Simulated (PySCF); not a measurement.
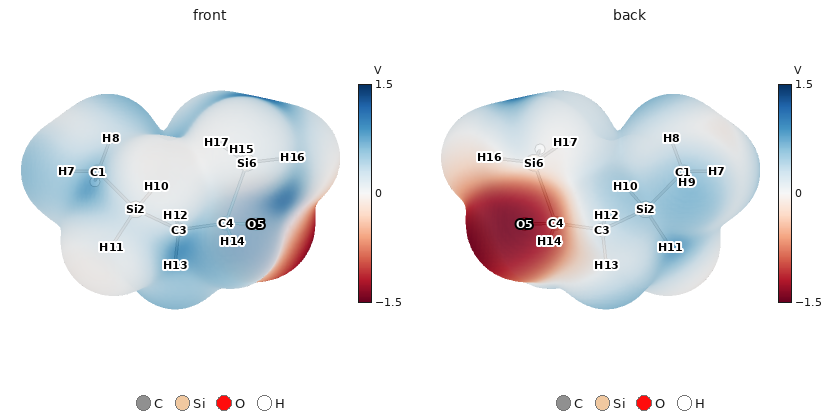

The picture shows: C3H11OSi2 (doublet). The molecular electrostatic potential painted on the density surface at 0.001 e/bohr³, seen from the front and from behind; the colour scale runs from red (negative) to blue (positive).

Geometry: GFN2-xTB.

Level of theory: UKS B3LYP, pcH-1 on C H O Si, non-relativistic, mean-field spin-orbit, GIAO in PySCF 2.14.0, density-fitted response routines.

```yaml
atoms:
  - { symbol: C, position_ang: [2.3847, -0.4791, 0.7398] }
  - { symbol: Si, position_ang: [1.3451, 0.6689, -0.3625] }
  - { symbol: C, position_ang: [-0.0623, -0.3754, -1.1085] }
  - { symbol: C, position_ang: [-1.4596, 0.1613, -0.9014] }
  - { symbol: O, position_ang: [-2.4813, -0.6948, -1.0170] }
  - { symbol: Si, position_ang: [-2.1635, 0.1323, 0.9437] }
  - { symbol: H, position_ang: [3.4115, -0.1363, 0.8181] }
  - { symbol: H, position_ang: [1.9791, -0.5255, 1.7471] }
  - { symbol: H, position_ang: [2.4070, -1.4935, 0.3496] }
  - { symbol: H, position_ang: [0.7914, 1.7689, 0.4423] }
  - { symbol: H, position_ang: [2.1615, 1.2504, -1.4385] }
  - { symbol: H, position_ang: [-0.0441, -1.3988, -0.7267] }
  - { symbol: H, position_ang: [0.0761, -0.4560, -2.1913] }
  - { symbol: H, position_ang: [-1.5797, 1.1594, -1.3672] }
  - { symbol: H, position_ang: [-1.8777, 1.4801, 1.4775] }
  - { symbol: H, position_ang: [-3.5865, -0.1567, 1.0475] }
  - { symbol: H, position_ang: [-1.3087, -0.8931, 1.5376] }
```

Q: Which sites attract a positive test charge, and which a negative one?

A: A positive charge is drawn to the negative regions and a negative charge to the positive ones. The most negative region (about −1.4 V) lies over O5, the most positive (about +1.0 V) over Si6. O5 is the likeliest acceptor of a hydrogen bond.
